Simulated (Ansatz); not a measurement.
# What LiSc3 (built on the sites of a database entry of LiAl3) distorts into, part 3 of 3

Wanted: the energy along a soft mode of LiSc3 (built on the sites of a database entry of LiAl3) and the structure at the end.

Ansatz 0.2.0; DFT PBEsol, scalar-relativistic, plane waves, PAW.

So far. Step 5 (Energy along the mode, all amplitudes (two of the runs …): The lowest of the steps tried is at 0.45 Å, 81.2 meV/atom below the parent; the bottom of the well need not coincide with a step. Step 7 (The new phase in its own primitive cell): The largest force component left is 0.31 meV/Å and the pressure is -0.002 GPa, within the tolerances set. The cell now holds 21.63 Å³/atom. The relaxed cell has a = 6.293, c = 15.140 Å (conventional setting).

The structure was built from a prototype and need not be the compound's stable phase.

## 8. Modes of the new phase, k-mesh 9×9×9

A relaxed structure may still be a saddle point, so its zone-centre modes are computed. No field response is asked, since the mesh shows no gap.

input.yaml

```yaml
crystal:
  lattice:
    - [3.146368636, 1.816556779, 5.0465651099]
    - [-3.146368636, 1.816556779, 5.0465651099]
    - [0.0, -3.633113558, 5.0465651099]
  atoms:
    - { symbol: Li, position: [0.25, 0.25, 0.25] }
    - { symbol: Li, position: [0.75, 0.75, 0.75] }
    - { symbol: Sc, position: [0.6716939306, 0.25, 0.8283060694] }
    - { symbol: Sc, position: [0.3283060694, 0.75, 0.1716939306] }
    - { symbol: Sc, position: [0.1716939306, 0.3283060694, 0.75] }
    - { symbol: Sc, position: [0.8283060694, 0.6716939306, 0.25] }
    - { symbol: Sc, position: [0.75, 0.1716939306, 0.3283060694] }
    - { symbol: Sc, position: [0.25, 0.8283060694, 0.6716939306] }
kpoints:
  mp_grid: { grid: [9, 9, 9] }
hamiltonian:
  xc: pbesol
scf:
  occupations: { method: methfessel_paxton, width: 0.2 }
output:
  eigenvalues: true
phonons:
  method: dfpt
```

On the command line:

```sh
$ ansatz run input.yaml --threads 4 --pin off --max-ram 14336MiB --backend cpu --events-out ev --progress --plain --runs-dir out
```

Numbers of over 12 decimals in the logs are rounded to 6 here.

Output:

```text
[...]
Crystal: 8 atoms, lattice volume = 173.064 Å³
Basis set: ecut = 420 eV, 3431 PW (Γ), exchange–correlation on 96×96×96 points (8 copies of the dense FFT grid, shifted against one another)
Bands: 44, of which v1, the nominal top of the filled ones, is band 36 counted from 1 (35 counted from 0)
Symmetry: 12 space group operations
k-points: 365 of 729 (irreducible under 1 space group operation, time reversal used)
[...]
SCF iter   1: F=—  HF=-13073.070390 eV  |F-HF|=—  |Δ(HF+E_count)|=         —  Δρ=6.92e-3  dr2=1.25e-1  ethr=1.77e-3  ⟨swp⟩=6.3  Hψ=147409  notcnv=0
[...]
SCF iter   9: F=-13073.030318 eV  HF=-13073.030318 eV  |F-HF|=1.82e-12  |Δ(HF+E_count)|=  5.46e-11  S|Δr|=    0.00e0  Δρ=7.48e-8  dr2=6.17e-12  ethr=1.00e-12  ⟨swp⟩=9.8  Hψ=81346  notcnv=0
SCF 1 converged in 9 iterations: F = -13073.030318 eV  dr2 = 6.17e-12
[...]
DFPT response loops at Γ: preconditioner auto → Kerker (q_TF=auto, 2.357 Å⁻¹) (partly filled bands, converged f_vac=0.000); β = 1.00, the filter's whole step (`scf.mixing.beta` (0.50) is not read by the response loops under this deck's `scf.mixing.preconditioner`; to damp them name `kerker` or `kerker_dos`, under which they read `scf.mixing.beta`, and type it under 1.00, their step now; both keys bind the ground state too); Broyden in place of MSR1
SCF converged after 9 iterations
[...]
Free energy (F): -13073.030318 eV
[...]
Internal energy: -13073.054185 eV  (E = F + TS)
E sigma→0 (E₀):  -13073.036285 eV
Entropy (-TS):   0.023867 eV (2.983 meV/atom)
Fermi energy:    8.159092 eV
[...]
--- Band table (eV; the first three rows and the last of 365) ---
  k-point 0: bands = [... 32 lower, 7.7420, 7.7420, 7.8297, 7.8297, 8.0559, 8.4675, 8.6664, 8.7344, ... 12 higher]
  k-point 1: bands = [... 32 lower, 7.7194, 7.7972, 7.8130, 7.8302, 8.1056, 8.5153, 8.5827, 8.6999, ... 12 higher]
  k-point 2: bands = [... 32 lower, 7.6852, 7.7493, 7.7911, 7.8190, 8.2665, 8.4284, 8.5432, 8.6754, ... 12 higher]
  k-point 364: bands = [... 32 lower, 7.5664, 7.6979, 7.7032, 7.9154, 8.3166, 8.4775, 8.6936, 8.8446, ... 12 higher]
--- Phonons (Γ-DFPT): 4 representative perturbations + reference, on 365 of 729 k-points (Σ response iterations 14) ---
  k mesh reduced under 1 symmetry operation, with k and −k counted as one. Each operation leaves every solved perturbation unchanged. A smaller set is not used because it would not reduce the number of displacements times k-points to solve
  ASR residual: 2.712e-5 → 0.000e0 eV/Å²; symmetrization residual: 4.678e-6 eV/Å²
  ASR residual per site (eV/Å²): 1.31e-5 1.31e-5 2.67e-5 2.67e-5 2.71e-5 2.71e-5 2.67e-5 2.67e-5
  Γ frequencies (cm⁻¹): 0.00 0.00 0.00 27.10 27.10 130.81 133.21 133.21 143.62 143.62 158.57 184.15 184.15 193.54 217.52 236.73 236.73 249.37 317.30 318.27 402.53 402.53 403.07 403.07
  non-analytic LO–TO correction: not included (Born effective charges unavailable; polar crystals: no LO–TO splitting at Γ)
```

Elapsed: 8.3 min, on 4 threads of Arm Neoverse V2, shared host; peak memory 9.8 GiB.

Numbers from this step:

```
sum-rule residual before enforcement                    : 2.71e-5 eV/Å²
point group                                             : -3m
highest optical mode at the zone centre (no LO-TO term) : 403.1 cm⁻¹
lowest optical zone-centre mode                         : 27.1 cm⁻¹
```

Patterns of degenerate modes are one choice out of their space. Modes at Γ, with each element's share of the kinetic energy:

```
mode  frequency (cm⁻¹)  symmetry  Li %  Sc %
   1               0.0  acoustic     5    95
   2               0.0  acoustic     5    95
   3               0.0  acoustic     5    95
   4              27.1        Eg     0   100
   5              27.1        Eg     0   100
   6             130.8       A1g     0   100
   7             133.2        Eg     0   100
   8             133.2        Eg     0   100
   9             143.6        Eu     0   100
  10             143.6        Eu     0   100
  11             158.6       A2g    10    90
  12             184.2        Eg     9    91
  13             184.2        Eg     9    91
  14             193.5       A1u     0   100
  15             217.5       A2u     1    99
  16             236.7        Eu     2    98
  17             236.7        Eu     2    98
  18             249.4       A2g     3    97
  19             317.3       A2g    87    13
  20             318.3       A2u    94     6
  21             402.5        Eu    92     8
  22             402.5        Eu    92     8
  23             403.1        Eg    91     9
  24             403.1        Eg    91     9
```

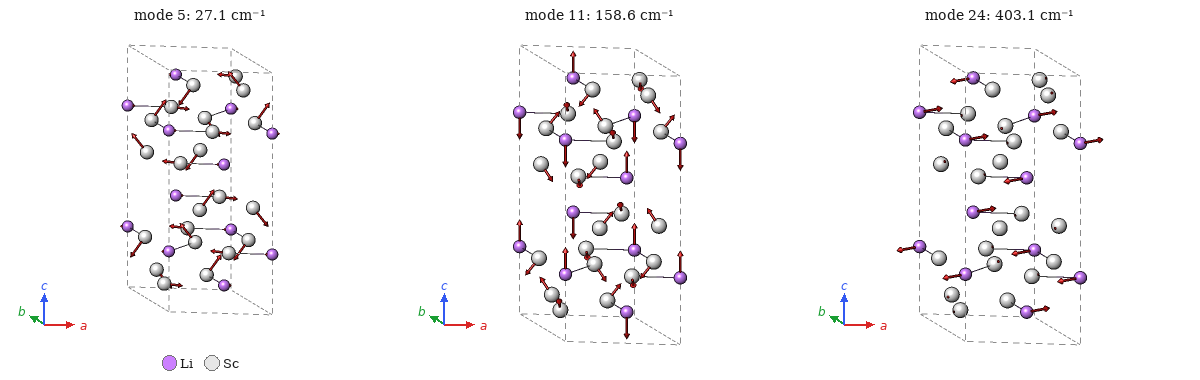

Displacement patterns of modes 5, 11 and 24 at Γ; arrows are exaggerated. Bonds to atoms that aren't drawn are left out. Some periodic images of atoms are drawn too.

Before it was imposed, the acoustic sum rule was missed by 2.7e-5 eV/Å². Small misses are needed for a sound result but don't prove that mesh and cutoff are converged. The lowest optical mode is real, 27.1 cm⁻¹.

## 9. Summary of results

```yaml
unstable_mode_of_the_parent: q = (-0.5, -0.5, -0.5), 127i cm⁻¹
depth_at_the_lowest_point_sampled: 81.2 meV/atom
largest_atomic_shift_at_that_point: 0.45 Å
space_group_reached_within_0p01_a: R-3c
energy_gained_over_the_parent_first_relaxation_on_the_mesh_of_the_frozen_mode: 87.3 meV/atom
volume_per_atom_phase_reached: 21.6 Å³
lowest_optical_zone_centre_mode_phase_reached: 27.1 cm⁻¹
highest_optical_mode_at_the_zone_centre_no_lo_to_term_phase_reached: 403 cm⁻¹
```

Along this mode the structure falls into R-3c, 87.3 meV/atom below the parent. At the parent's cell the well is 81.24 meV/atom deep on the steps tried, with its lowest point at a shift of 0.45 Å. Relaxing atoms and cell changes the gain by +6.08 meV/atom against the lowest step (energies at zero smearing). The new phase has no imaginary mode at the zone centre of its cell; other wavevectors were not checked. Of the 4 patterns followed to their end from this parent, this one ends 22.1 meV/atom above the lowest, I4/mcm. Each path keeps the symmetry of its pattern, so a lower phase may lie along a pattern not tried. With no gap, or one that is small against the smearing, the frequencies hang on the k mesh and the smearing, most of all near Kohn anomalies. The starting cell was built on a prototype and not taken from a measurement, so the phase need not exist.

[Logs are printed without paths, hosts, clocks, repeated set-up lines and the standing remarks that a program may print on its own settings, such as how far it seeks lower states.]

[Hosts, paths, dates, database ids (printed as entryN), source tags and the programs' standing remarks are cut or masked in the printed files.]
